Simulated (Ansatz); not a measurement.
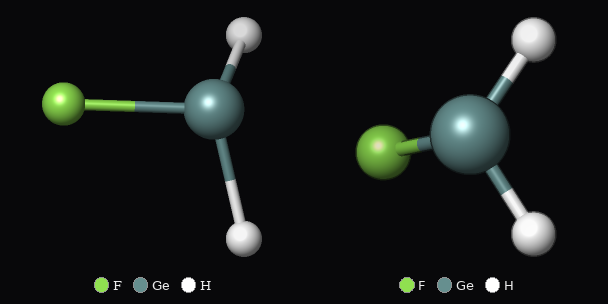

Both panels show the same species.

The species is neutral and a spin doublet. The computed structure is the end point of a PBE0-D4/def2-TZVP optimisation.

Which formula does it have?

Answer. FGeH₂, 4 atoms: 1 fluorine, 1 germanium and 2 hydrogen.

How many atoms are distinct by symmetry?

Answer. 3: 1 F, 1 Ge, 2 H.

The parts below concern this one geometry. Atoms keep their numbers from picture to picture.

## Electronic properties

Properties computed with UKS PBE0-D4/def2-TZVPP (Ansatz 0.2.0).

Give the ⟨S²⟩ of the determinant at this level.

Answer. 0.752.

What is the HOMO energy (Kohn–Sham orbital)?

Answer. −6.77 eV.

## Dipole moment

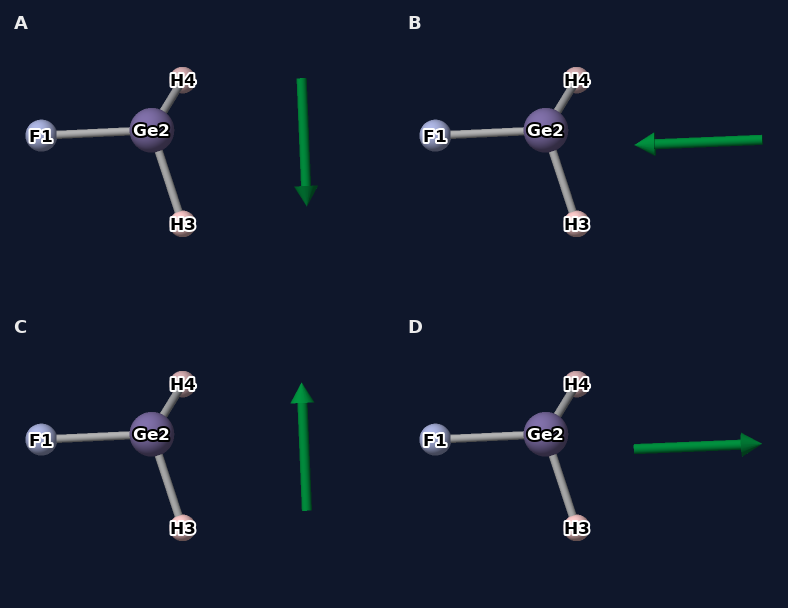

The same molecule four times, each with an arrow. Method: UKS PBE0-D4/def2-TZVP (Ansatz 0.2.0).

Which arrow points along the dipole moment, from the negative to the positive end?

Answer. D. The dipole moment is 2.01 D; it points from the side of F1 to the side of H3, H4 (the outermost atoms at the two ends).

## Thermal motion

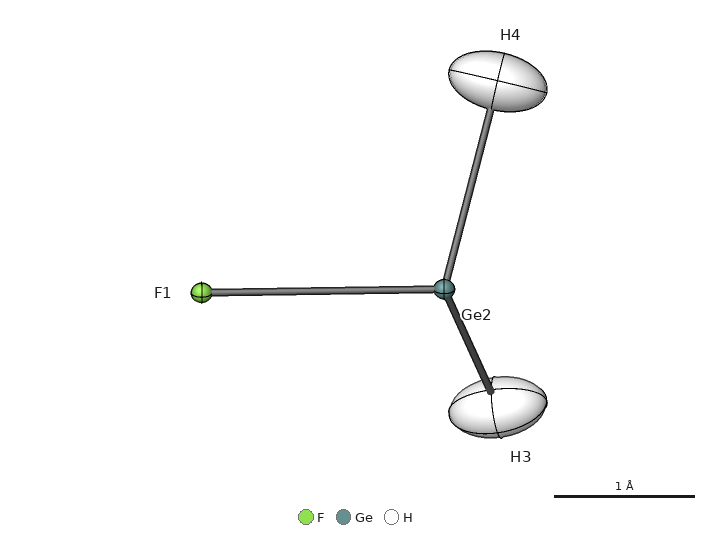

Displacement ellipsoids at the 50 % level, enlarged 1.5 times, from the internal vibrations of the free molecule (harmonic, no overall translation or rotation; no half-axis is drawn under 0.075 Å). Vibrations computed with UKS PBE0-D4/def2-TZVP (Ansatz 0.2.0). Temperature: 200 K.

Give the displacement parameters, one line for each set of equivalent atoms.

| atom | U_eq (Å²) | rms amplitudes (Å) |
| --- | --- | --- |
| F1 | 0.00038 | 0.005, 0.009, 0.032 |
| Ge2 | 0.00003 | 0.003, 0.004, 0.009 |
| H3, H4 | 0.0139 | 0.089, 0.100, 0.154 |
